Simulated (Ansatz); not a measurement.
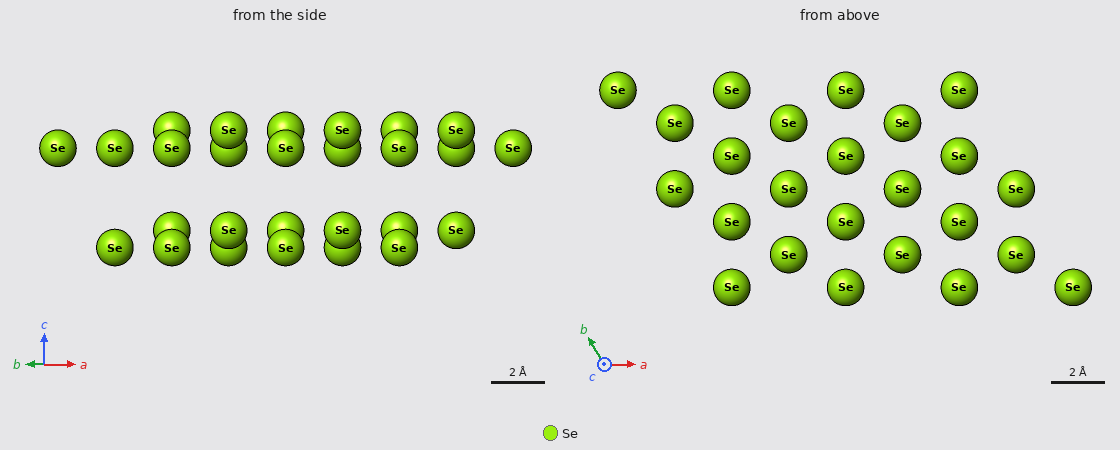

A spheres-only picture of a periodic slab, seen from the side and from above. The surface normal points up in side views; the vacuum is left out. 3×2 cells are drawn in the plane, with atoms at the edges repeated.

The cell holds 4 Se.

### Give the thickness from the bottom atom to the top atom.

About 4.4 Å from the lowest to the highest atom.

### State the number of planes and their content from above.

Four planes: Se / Se / Se / Se.

Provenance: a structure type filled with this element by a generator (whether the element takes this form wasn't checked). The final geometry of a relaxation with DFT PBE+D3(BJ), scalar-relativistic, plane waves, PAW (Ansatz) is shown.
